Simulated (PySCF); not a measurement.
# AlBrH5N: the cost of one run

The runs use PySCF 2.14.0, with density-fitted response routines of our own; the level of theory stands in each step. All values are computed, except where a source is named. Atoms count from 0, in the outputs and in this text.

**1. Starting geometry**

8 atoms, charge 0, multiplicity 1; geometry from: GFN2-xTB. The atoms were then displaced at random by about 0.01 Å, so the start is not that level's minimum.

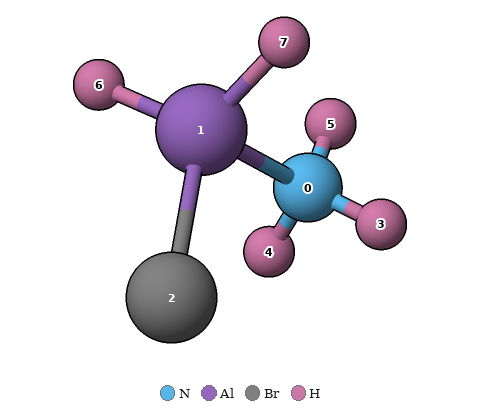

The starting geometry (nitrogen blue, aluminium purple, bromine grey, hydrogen pink), atoms numbered; sticks join atoms by distance.

**2. Optimising the geometry at PBE0-D3(BJ)/def2-SVP**

What the job is given:

```
{"job": {"xc": "PBE0", "basis": "def2-SVP", "d3": "d3bj", "grid": 1, "shake": 0.01, "kind": "geom"}, "charge": 0, "multiplicity": 1}
N     -0.988320     0.067970    -0.045960
Al     1.033030    -0.282720     0.026170
Br     1.788270     1.839340     0.230480
H     -1.307500     0.551850     0.797440
H     -1.265300     0.684240    -0.849040
H     -1.516750    -0.780330    -0.151570
H      1.232290    -0.946410    -1.356260
H      1.079420    -1.153080     1.296280
```

On the command line:

```bash
> OMP_NUM_THREADS=1 python probes_run.py task.json out
```

This one command runs all jobs of the session in turn.

Q: Estimate the wall time and peak memory of this first job on 1 thread of Arm Neoverse V1, shared host.

About 22 s, with a peak of 0.37 GiB.
